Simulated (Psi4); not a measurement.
# Si3H8 (trisilane): CCSD/6-31G(d) (spherical functions)

Aim: the energy change on altering one bond length of Si3H8 (trisilane) at CCSD/6-31G* (spherical functions), from 2 runs. 

Program for the calculation: Psi4 1.11.

### 1 Starting point

Si3H8: 11 atoms, total charge 0, spin state singlet. SMILES: `[SiH3][SiH2][SiH3]`. The coordinates come from a PBE0-D4/def2-TZVP relaxation.

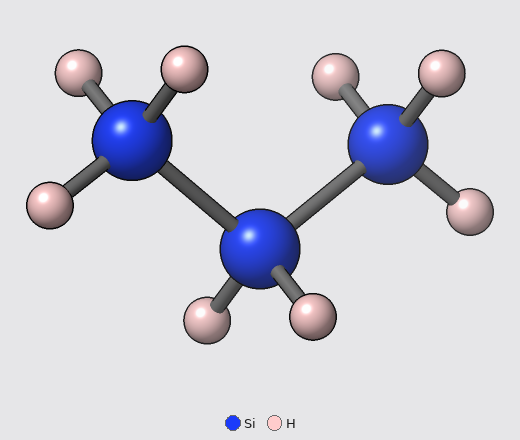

The structure, seen from a chosen angle (silicon blue, hydrogen pink).

### 2 A single-point energy at CCSD/6-31G(d) (spherical functions)

Input file run_ase.py:

```python
import numpy as np
from ase.calculators.psi4 import Psi4
from ase import Atoms

a = Atoms(['Si', 'Si', 'Si', 'H', 'H', 'H', 'H', 'H', 'H', 'H', 'H'], positions=[
    [-1.292570, 1.366730, -0.525270],
    [-0.462570, -0.807300, -0.296320],
    [1.631930, -0.774400, 0.742750],
    [-2.625850, 1.367720, -1.185120],
    [-0.354030, 2.180440, -1.344070],
    [-1.422540, 2.000090, 0.814640],
    [-0.343400, -1.440160, -1.640160],
    [-1.410380, -1.620800, 0.516390],
    [1.515950, -0.154940, 2.090430],
    [2.583820, 0.031780, -0.068050],
    [2.179610, -2.149160, 0.894770],
])
calc = Psi4(atoms=a, method='ccsd', basis='6-31G*', memory='1600MB', num_threads=1, charge=0, multiplicity=1, label='psi4-calc')
calc.psi4.set_options({'puream': True, 'e_convergence': 1e-09, 'd_convergence': 1e-08, 'scf_type': 'pk', 'num_frozen_docc': 15})
a.calc = calc

print(f'energy: {a.get_potential_energy():.6f} eV')
```

On the command line:

```console
$ python run_ase.py
```

psi4-calc.dat (excerpt; [...] marks lines left out):

```text
[...]
  Running in c1 symmetry.
[...]
  Nuclear repulsion =  193.117837117706443
[...]
  Multiplicity = 1
[...]
  Nalpha       = 25
  Nbeta        = 25
[...]
    Number of basis functions: 70
[...]
   @RHF iter   1:  -871.33083659177657   -8.42166e-01   2.51431e-03 ADIIS/DIIS
[...]
   @RHF iter   9:  -871.38249846961310   -3.42197e-11   8.65699e-09 DIIS
[...]
    Orbital Energies [Eh]
    ---------------------
    Doubly Occupied:
       1A    -68.754540     2A    -68.754531     3A    -68.747665
       4A     -6.121095     5A     -6.121093     6A     -6.115891
       7A     -4.226190     8A     -4.226187     9A     -4.226178
      10A     -4.226175    11A     -4.225972    12A     -4.225958
      13A     -4.220926    14A     -4.220729    15A     -4.220602
      16A     -0.771247    17A     -0.716564    18A     -0.653553
      19A     -0.508032    20A     -0.494469    21A     -0.484291
      22A     -0.483670    23A     -0.468232    24A     -0.422960
      25A     -0.384894
[...]
  @RHF Final Energy:  -871.38249846961310
   => Energetics <=
    Nuclear Repulsion Energy =            193.1178371177064435
    One-Electron Energy =               -1592.9573824830595186
    Two-Electron Energy =                 528.4570468957400635
    Total Energy =                       -871.3824984696130969
[...]
 Multipole Moments:
 ------------------------------------------------------------------------------------
     Multipole            Electronic (a.u.)      Nuclear  (a.u.)        Total (a.u.)
 ------------------------------------------------------------------------------------
 L = 1.  Multiply by 2.5417464519 to convert [e a0] to [Debye]
 Dipole X            :         -0.4050665            0.3860525           -0.0190140
 Dipole Y            :         -0.7067516            0.6736078           -0.0331438
 Dipole Z            :         -0.2591526            0.2470364           -0.0121162
 Magnitude           :                                                    0.0400855
[...]
      * MP2 total energy                      = -871.620586104094286
[...]
      * CCSD total energy                     = -871.681743693974227
```

The script printed:

```text
energy: -23719.668418 eV
```

It took 6.3 s on 1 thread of Intel Xeon 6975P-C (Granite Rapids), shared host; peak memory 0.34 GiB.

### 3 The distorted shape at the same level

Input file calc.in:

```
memory 1600 mb

molecule {
  0 1
  Si    -1.417083     1.692868    -0.559616
  Si    -0.462570    -0.807300    -0.296320
  Si     1.631930    -0.774400     0.742750
  H     -2.750363     1.693858    -1.219466
  H     -0.478543     2.506578    -1.378416
  H     -1.547053     2.326228     0.780294
  H     -0.343400    -1.440160    -1.640160
  H     -1.410380    -1.620800     0.516390
  H      1.515950    -0.154940     2.090430
  H      2.583820     0.031780    -0.068050
  H      2.179610    -2.149160     0.894770
  units angstrom
  symmetry c1
}

set puream true
set e_convergence 1e-09
set d_convergence 1e-08
set scf_type pk
set num_frozen_docc 15

e, wfn = energy("ccsd/6-31G*", return_wfn=True)
```

On the command line:

```console
$ psi4 -i calc.in -o calc.out -n 1
```

calc.out (excerpt; [...] marks lines left out):

```text
[...]
  Running in c1 symmetry.
[...]
  Nuclear repulsion =  183.637830517280833
[...]
  Multiplicity = 1
[...]
  Nalpha       = 25
  Nbeta        = 25
[...]
    Number of basis functions: 70
[...]
   @RHF iter   1:  -871.31945480440868   -1.05138e+00   2.38599e-03 DIIS/ADIIS
[...]
   @RHF iter  10:  -871.36606055094489   -2.27374e-12   2.00091e-09 DIIS
[...]
    Orbital Energies [Eh]
    ---------------------
    Doubly Occupied:
       1A    -68.770528     2A    -68.763403     3A    -68.755225
       4A     -6.132723     5A     -6.127154     6A     -6.121629
       7A     -4.237899     8A     -4.237897     9A     -4.237605
      10A     -4.232257    11A     -4.232059    12A     -4.231931
      13A     -4.226725    14A     -4.226706    15A     -4.226466
      16A     -0.756617    17A     -0.712601    18A     -0.657750
      19A     -0.503185    20A     -0.491324    21A     -0.485124
      22A     -0.484864    23A     -0.470883    24A     -0.416215
      25A     -0.360427
[...]
  @RHF Final Energy:  -871.36606055094489
   => Energetics <=
    Nuclear Repulsion Energy =            183.6378305172808325
    One-Electron Energy =               -1573.8093914375936038
    Two-Electron Energy =                 518.8055003693677918
    Total Energy =                       -871.3660605509448942
[...]
 Multipole Moments:
 ------------------------------------------------------------------------------------
     Multipole            Electronic (a.u.)      Nuclear  (a.u.)        Total (a.u.)
 ------------------------------------------------------------------------------------
 L = 1.  Multiply by 2.5417464519 to convert [e a0] to [Debye]
 Dipole X            :         -0.3625697            0.3505833           -0.0119864
 Dipole Y            :         -0.7870708            0.7665126           -0.0205582
 Dipole Z            :         -0.2448713            0.2372524           -0.0076189
 Magnitude           :                                                    0.0249872
[...]
      * MP2 total energy                      = -871.603423867680590
[...]
      * CCSD total energy                     = -871.665162458051441
[...]
```

It took 6.3 s on 1 thread of Intel Xeon 6975P-C (Granite Rapids), shared host; peak memory 0.33 GiB.

### 4 Summary of results

At CCSD/6-31G* (spherical functions), 15 core orbitals frozen:

```
                                                           quantity          value
                                          first shape: total energy  -871.68174 Eh
                   first shape: HOMO energy (Hartree–Fock orbitals)      -10.47 eV
                   first shape: LUMO energy (Hartree–Fock orbitals)        3.26 eV
                 first shape: HOMO–LUMO gap (Hartree–Fock orbitals)       13.74 eV
          first shape: correlation energy (15 core orbitals frozen)     -299.2 mEh
                                         first shape: T1 diagnostic          0.015
                                      distorted shape: total energy  -871.66516 Eh
               distorted shape: HOMO energy (Hartree–Fock orbitals)       -9.81 eV
               distorted shape: LUMO energy (Hartree–Fock orbitals)        2.56 eV
             distorted shape: HOMO–LUMO gap (Hartree–Fock orbitals)       12.37 eV
      distorted shape: correlation energy (15 core orbitals frozen)     -299.1 mEh
                                     distorted shape: T1 diagnostic          0.014
energy change with the Si1–Si2 bond stretched from 2.338 to 2.689 Å       0.451 eV
```

What this shows: With the Si1–Si2 bond stretched from 2.338 to 2.689 Å the energy rises by 0.45 eV (10.4 kcal/mol). The first shape isn't relaxed at this level, so the change isn't measured from a minimum.
